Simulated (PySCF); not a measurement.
NMR shielding calculation, with input and output: CH₆N₂OSi₂

The run: NMR shielding calculation of CH₆N₂OSi₂, SMILES N#C[SiH2]O[SiH2]N. Method and program: GIAO PBE0/pcSseg-1 NMR shielding, non-relativistic, gas phase (PySCF 2.14.0).

The geometry comes from this level: GFN2-xTB, NEB image 5 of 0 to 8. It belongs to a series of runs on one base structure; here: NEB image 5 of 0 to 8. Figures and captions count atoms from 1; the log counts them from 0 in places.

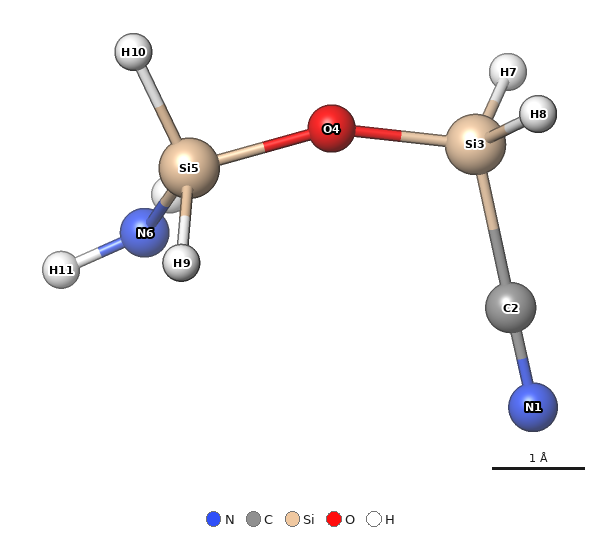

Figure 1. The structure as given in the input (ball-and-stick view, seen at a tilt; atoms are numbered from 1 in the order of the input).

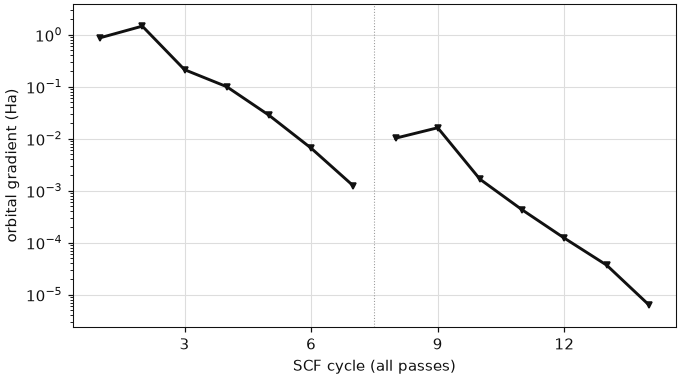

Figure 2. Convergence of the self-consistent field: orbital gradient against the SCF cycle. The dotted line marks the change from a coarse to the final integration grid. The first 7 cycles use a coarse grid, the final grid takes over at cycle 8, and the field converges after 14 cycles in all.

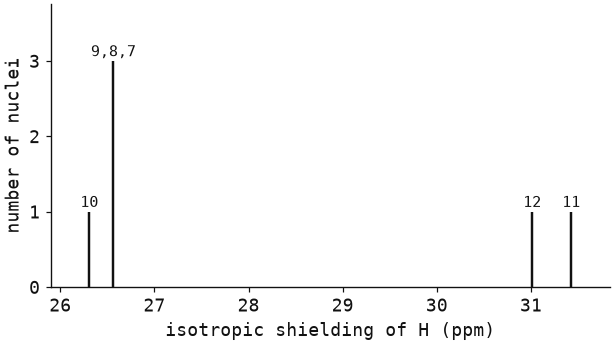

Figure 3. Isotropic shieldings of the hydrogen nuclei in this fixed geometry, labelled by atom number; shielding grows to the right, so chemical shift grows to the left. The least shielded is H10 (26.3 ppm), the most shielded H11 (31.4 ppm).

The input that produced these results follows, with the program's output.

### Input file
```
{"job": {"kind": "nmr", "xc": "PBE0", "basis": "pcSseg-1", "pop": false}, "charge": 0, "multiplicity": 1}
N     -2.450000     1.855700    -1.364600
C     -2.149900     0.850000    -0.905600
Si    -1.672600    -0.798600    -0.156300
O     -0.198000    -0.703400     0.472700
Si     1.203300    -0.018900     0.954000
N      1.965900     0.564400    -0.467700
H     -1.627900    -1.776800    -1.240900
H     -2.607800    -1.074600     0.930900
H      0.910900     1.137900     1.790500
H      1.842000    -1.130700     1.662100
H      2.819700     1.090600    -0.396600
H      1.965600     0.003700    -1.304600
```

The first line tells a small driver script what to run in PySCF; the rest is the geometry in Å.

Command:
```bash
OMP_NUM_THREADS=1 python <driver script> task.json out
```

### Output
```
coarse grid: 11264 points
cycle   1  E = -804.7906455020  dE =  6.291e-01  |g| = 8.743e-01  |ddm| = 3.242e+00
cycle   2  E = -804.5153081901  dE =  2.753e-01  |g| = 1.464e+00  |ddm| = 1.672e+00
cycle   3  E = -804.9253363950  dE = -4.100e-01  |g| = 2.129e-01  |ddm| = 1.161e+00
cycle   4  E = -804.9328502698  dE = -7.514e-03  |g| = 1.002e-01  |ddm| = 1.569e-01
cycle   5  E = -804.9348351033  dE = -1.985e-03  |g| = 2.834e-02  |ddm| = 7.404e-02
cycle   6  E = -804.9349947298  dE = -1.596e-04  |g| = 6.576e-03  |ddm| = 2.367e-02
cycle   7  E = -804.9350032749  dE = -8.545e-06  |g| = 1.237e-03  |ddm| = 6.044e-03
final grid: 100488 points
cycle   8  E = -804.9753822517  dE = -6.260e-06  |g| = 1.023e-02  |ddm| = 1.538e-02
cycle   9  E = -804.9753523267  dE =  2.992e-05  |g| = 1.623e-02  |ddm| = 1.744e-02
cycle  10  E = -804.9754006548  dE = -4.833e-05  |g| = 1.662e-03  |ddm| = 1.102e-02
cycle  11  E = -804.9754012163  dE = -5.615e-07  |g| = 4.280e-04  |ddm| = 1.065e-03
cycle  12  E = -804.9754012510  dE = -3.476e-08  |g| = 1.221e-04  |ddm| = 3.175e-04
cycle  13  E = -804.9754012538  dE = -2.787e-09  |g| = 3.704e-05  |ddm| = 1.143e-04
cycle  14  E = -804.9754012541  dE = -2.601e-10  |g| = 6.379e-06  |ddm| = 2.894e-05
converged SCF energy = -804.9754012541

GIAO shielding tensors (ppm)
atom      isotropic    diamagn.    paramagn.     s11        s22        s33       span
  0 N      -92.194     338.343    -430.537   -290.091   -279.985    293.493    583.584
  1 C       61.376     263.565    -202.189    -54.767    -48.333    287.228    341.994
  2 Si     413.923     879.296    -465.373    353.922    416.058    471.790    117.868
  3 O      303.362     398.907     -95.545    259.496    295.757    354.834     95.337
  4 Si     381.149     880.177    -499.029    366.496    371.635    405.315     38.819
  5 N      246.480     318.729     -72.249    203.098    254.887    281.454     78.356
  6 H       26.589      28.482      -1.893     23.324     24.903     31.541      8.217
  7 H       26.556      27.570      -1.015     23.158     24.820     31.688      8.530
  8 H       26.550      30.381      -3.832     23.521     24.387     31.740      8.219
  9 H       26.309      29.040      -2.731     22.526     24.603     31.797      9.272
 10 H       31.428      30.188       1.239     24.588     26.287     43.408     18.820
 11 H       31.013      32.820      -1.807     24.142     28.071     40.828     16.686
```

### Summary

- outcome: converged
- total energy: −804.975401 hartree
- HOMO: −7.71 eV
- LUMO: −0.77 eV
- dipole moment: 3.77 D
- isotropic shielding, N: −92.2 to 246.5 ppm
- isotropic shielding, C: 61.4 ppm
- isotropic shielding, Si: 381.1 to 413.9 ppm
- isotropic shielding, O: 303.4 ppm
- isotropic shielding, H: 26.3 to 31.4 ppm
- hardware: 1 CPU thread, shared host
- wall time: 33 s
- peak memory: 0.73 GiB
